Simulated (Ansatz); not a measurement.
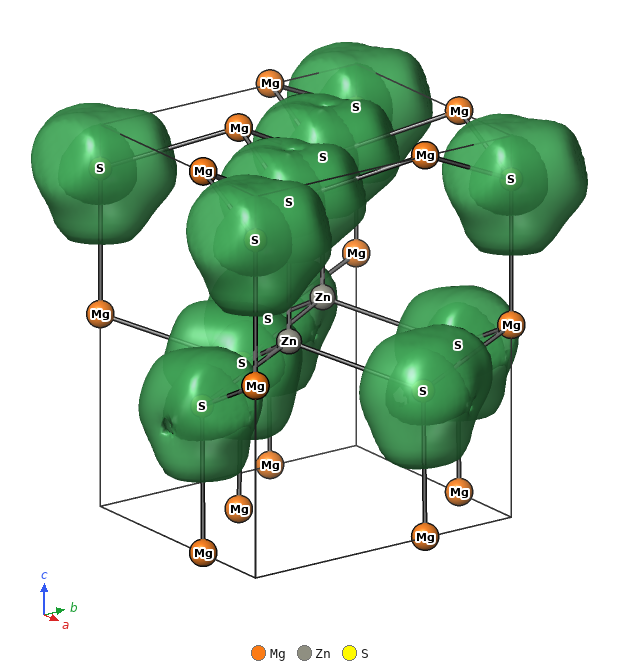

Figure. Mg₂ZnS₃. Isosurface of the electron localisation function at 0.8 (green), seen slightly off an axis. Core shells and regions of very low density are left out. Sticks mark near contacts.

Space group P31m; a structure generated by program, which may or may not match a known phase.

Level of theory: DFT PBE, scalar-relativistic, plane waves, PAW (Ansatz 0.2.0).

Core electrons are frozen (PAW), and the valence fields are smoothed inside the atomic spheres.

> Describe the localisation domains.

The ELF exceeds this value in six regions wrapped around S (the valence shell of each), counted in one cell of 12 atoms. Regions shared between cells count once. Along the contacts the grid gives the following. Zn–S (2.36 Å): the ELF peaks at about 0.90 in the valence shell of S, 0.9 Å from its nucleus, and is about 0.55 at the midpoint. Mg–S (2.44 Å): the ELF peaks at about 0.90 in the valence shell of S, 0.9 Å from its nucleus, and falls to about 0.05 next to Mg (an ionic contact with no shared pair).
